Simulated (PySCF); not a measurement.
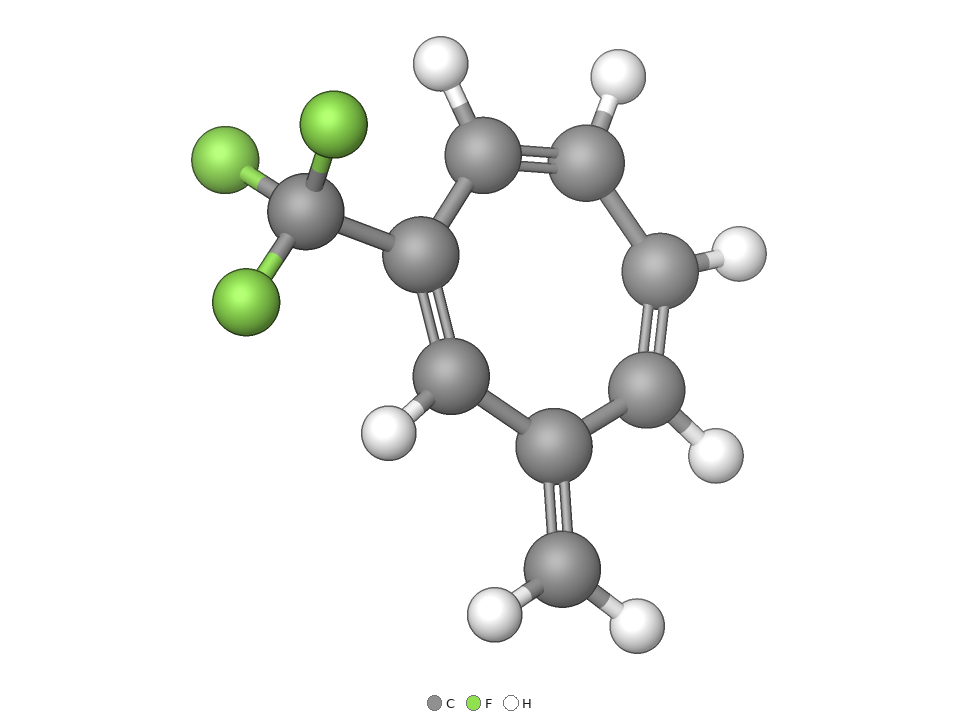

The picture shows a molecular structure as a ball-and-stick model.

The computed structure is the end point of a PBE0-D3(BJ)/def2-SVP optimisation. No frequency run is at hand to confirm it as a minimum.

Question: Count the atoms of each element.

Answer: C9H7F3, 19 atoms: 9 carbon, 7 hydrogen and 3 fluorine.

Question: Write the SMILES.

Answer: C=C1C=CC=CC(C(F)(F)F)=C1

Question: How many bonds of each kind are drawn?

Answer: 9 C–C, 7 C–H, 3 C–F.

Question: Name functional groups in it.

Answer: Among them: alkene, C–F bond.

The parts below concern this one geometry. Atoms keep their numbers from picture to picture.

Geometry

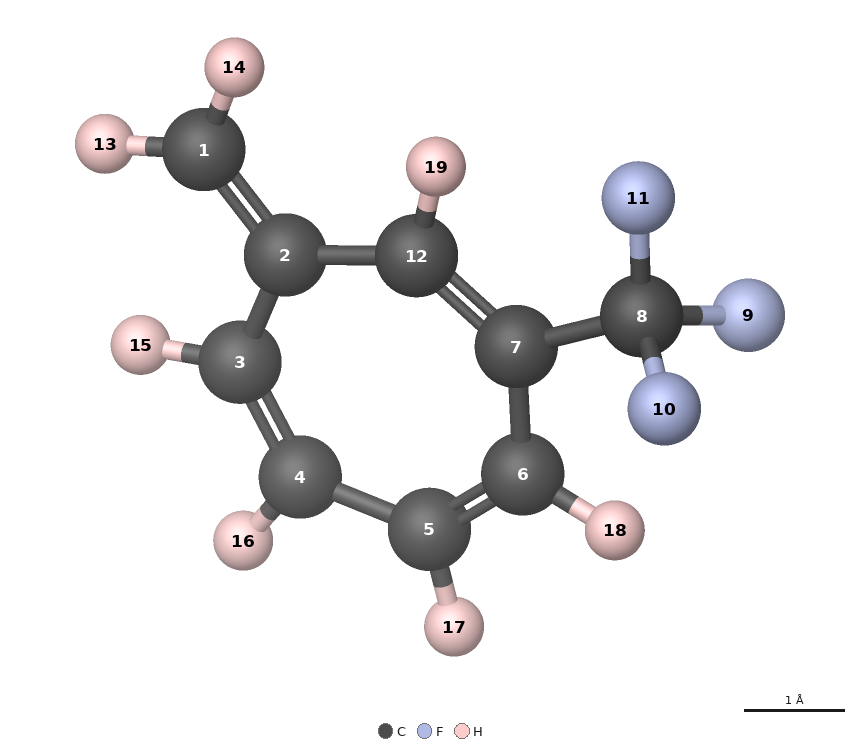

Atoms carry their numbers in the input. No frequency run is at hand to confirm it as a minimum.

Give these bond angles: C1–C2–C3, C1–C2–C12, C2–C12–H19, C4–C3–H15, C4–C5–C6, C5–C6–C7, C5–C6–H18, C6–C5–H17, C7–C8–F9, C7–C12–H19, C8–C7–C12, F10–C8–F11.

```csv
angle,degrees
C1–C2–C3,119.2
C1–C2–C12,118.2
C2–C12–H19,113.3
C4–C3–H15,115.9
C4–C5–C6,128.5
C5–C6–C7,127.8
C5–C6–H18,116.9
C6–C5–H17,116.4
C7–C8–F9,110.7
C7–C12–H19,115.4
C8–C7–C12,117.8
F10–C8–F11,107.3
```

Electronic properties

No frequency run is at hand to confirm it as a minimum. Level of theory: CAM-B3LYP/def2-SVPD, gas phase (PySCF 2.14.0). Excitations: vertical, linear response.

Question: Estimate the lowest vertical singlet excitation.

Answer: 2.86 eV.

Question: Estimate the dipole moment.

Answer: 2.73 D.

Question: What is the brightest of the 10 lowest singlets?

Answer: 6.23 eV.

Question: Give the mean static polarisability at this level.

Answer: 115.6 bohr³.

NMR shielding

The questions are on isotropic NMR shieldings of the C atoms. No frequency run is at hand to confirm it as a minimum. Properties computed with GIAO HF/pcSseg-2 NMR shielding, non-relativistic, gas phase (PySCF 2.14.0).

Give the isotropic NMR shieldings of the C atoms atom by atom.

| atom | σ (ppm) |
| --- | --- |
| C1 | 65.9 |
| C2 | 36.9 |
| C3 | 44.1 |
| C4 | 56.7 |
| C5 | 51.7 |
| C6 | 55.9 |
| C7 | 56.0 |
| C8 | 76.1 |
| C12 | 42.0 |

Charges

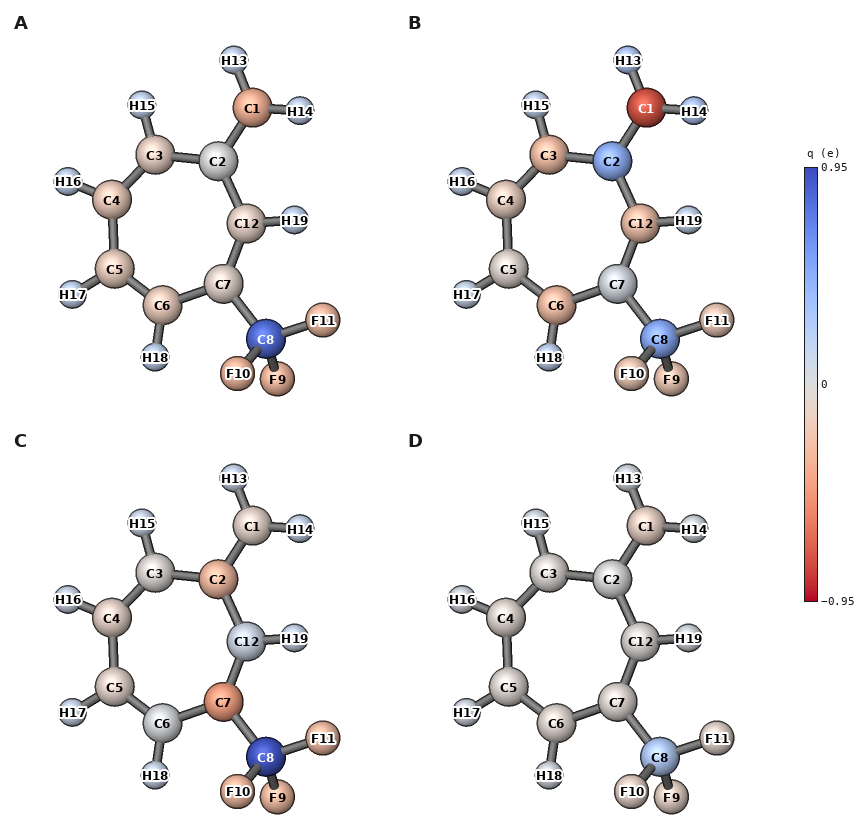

Atomic charges of one calculation by 4 schemes, on one colour scale. No frequency run is at hand to confirm it as a minimum. Method: PBE0/pcSseg-1 (PySCF 2.14.0).

Question: The schemes are ESP-fitted, Hirshfeld, IAO, Mulliken. Which panel shows which?

Answer: A IAO, B ESP-fitted, C Mulliken, D Hirshfeld.

List the charges (e), one line for each set of equivalent atoms. Atoms whose distances differ by more than 0.02 Å in this geometry are listed apart.

```tsv
atom	IAO	ESP-fitted	Mulliken	Hirshfeld
C1	−0.33	−0.75	−0.08	−0.11
C2	0.00	0.43	−0.28	0.00
C3	−0.12	−0.25	−0.03	−0.03
C4	−0.16	−0.13	−0.09	−0.04
C5	−0.13	−0.05	−0.07	−0.04
C6	−0.15	−0.25	0.02	−0.05
C7	−0.07	0.05	−0.43	−0.04
C8	0.80	0.48	0.90	0.26
F9	−0.28	−0.18	−0.27	−0.09
F10	−0.28	−0.18	−0.27	−0.09
F11	−0.27	−0.17	−0.26	−0.07
C12	−0.10	−0.23	0.08	−0.03
H13	0.15	0.25	0.11	0.05
H14	0.15	0.25	0.12	0.05
H15	0.15	0.15	0.10	0.05
H16	0.16	0.14	0.11	0.05
H17	0.16	0.12	0.11	0.05
H18	0.16	0.16	0.11	0.05
H19	0.17	0.15	0.11	0.04
```

Mulliken values depend strongly on the basis set and can even reverse the polarity of a bond.
